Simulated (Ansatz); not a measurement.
K8MgZn7F24 (40 atoms in the cell), run with Ansatz.

```
crystal:
  lattice:
    - [8.089888, 0.000000, 0.000000]
    - [0.000000, 8.089888, 0.000000]
    - [0.000000, 0.000000, 8.089888]
  atoms:
    - { symbol: K, position: [0.004708, 0.000868, 0.003768] }
    - { symbol: K, position: [0.997320, 0.001894, 0.500352] }
    - { symbol: K, position: [0.998605, 0.501576, 0.999464] }
    - { symbol: K, position: [0.997285, 0.503592, 0.495466] }
    - { symbol: K, position: [0.493890, 0.999643, 0.995180] }
    - { symbol: K, position: [0.499463, 0.003241, 0.501509] }
    - { symbol: K, position: [0.494107, 0.499997, 0.996376] }
    - { symbol: K, position: [0.499133, 0.498778, 0.500461] }
    - { symbol: Mg, position: [0.248831, 0.250524, 0.253525] }
    - { symbol: Zn, position: [0.249559, 0.249296, 0.751056] }
    - { symbol: Zn, position: [0.251445, 0.749392, 0.251995] }
    - { symbol: Zn, position: [0.249198, 0.746059, 0.750139] }
    - { symbol: Zn, position: [0.749730, 0.249750, 0.249587] }
    - { symbol: Zn, position: [0.748111, 0.249628, 0.747802] }
    - { symbol: Zn, position: [0.748324, 0.748042, 0.252468] }
    - { symbol: Zn, position: [0.752188, 0.753725, 0.750799] }
    - { symbol: F, position: [0.248577, 0.244842, 0.000723] }
    - { symbol: F, position: [0.251350, 0.249302, 0.501975] }
    - { symbol: F, position: [0.249753, 0.751967, 0.000175] }
    - { symbol: F, position: [0.254626, 0.750427, 0.503141] }
    - { symbol: F, position: [0.752430, 0.248472, 0.998725] }
    - { symbol: F, position: [0.750213, 0.245853, 0.500194] }
    - { symbol: F, position: [0.750497, 0.750371, 0.002536] }
    - { symbol: F, position: [0.747855, 0.748088, 0.502046] }
    - { symbol: F, position: [0.001466, 0.250450, 0.254487] }
    - { symbol: F, position: [0.997415, 0.250037, 0.756130] }
    - { symbol: F, position: [0.004751, 0.749247, 0.249475] }
    - { symbol: F, position: [0.999218, 0.752194, 0.751015] }
    - { symbol: F, position: [0.496146, 0.250437, 0.251107] }
    - { symbol: F, position: [0.502286, 0.249901, 0.750125] }
    - { symbol: F, position: [0.498609, 0.751989, 0.246804] }
    - { symbol: F, position: [0.499132, 0.749698, 0.745183] }
    - { symbol: F, position: [0.246234, 0.999688, 0.252711] }
    - { symbol: F, position: [0.254228, 0.998139, 0.751261] }
    - { symbol: F, position: [0.249626, 0.501219, 0.251220] }
    - { symbol: F, position: [0.249261, 0.501968, 0.747478] }
    - { symbol: F, position: [0.750863, 0.002463, 0.249435] }
    - { symbol: F, position: [0.747105, 0.002452, 0.748404] }
    - { symbol: F, position: [0.748865, 0.503847, 0.247657] }
    - { symbol: F, position: [0.750107, 0.498759, 0.751586] }
kpoints:
  mp_grid: { grid: [1, 1, 1] }
hamiltonian:
  xc: pbesol
scf:
  occupations: { method: cold, width: 0.01 }
  max_iter: 4
output:
  forces: true
  eigenvalues: true
  stress: true
```

Command:
```bash
ansatz run in.yaml --threads 7 --pin off --max-ram 13300MiB --runs-dir r --events-out ev --progress --plain
```

Q: Will this run converge, and how?

A: Not converged after 4 iterations. The residual is still falling at the last step (down to 4 × 10⁻⁴).

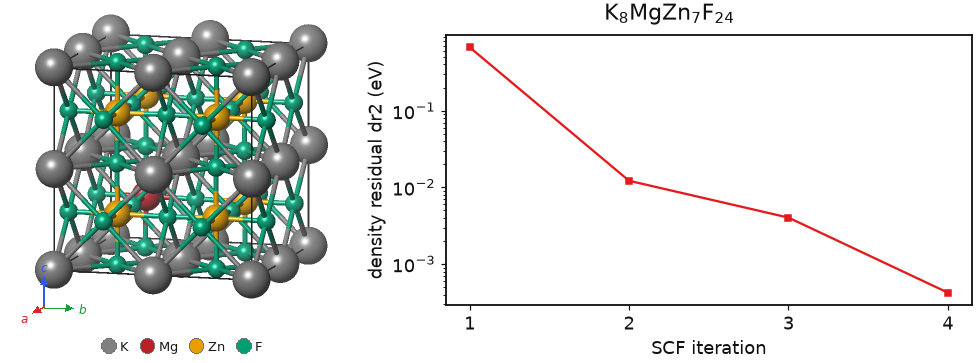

Beside the plot: the structure.

SCF iterations of a calculation: density residual dr2. The starting density is a sum of atomic densities corrected by a trained network.
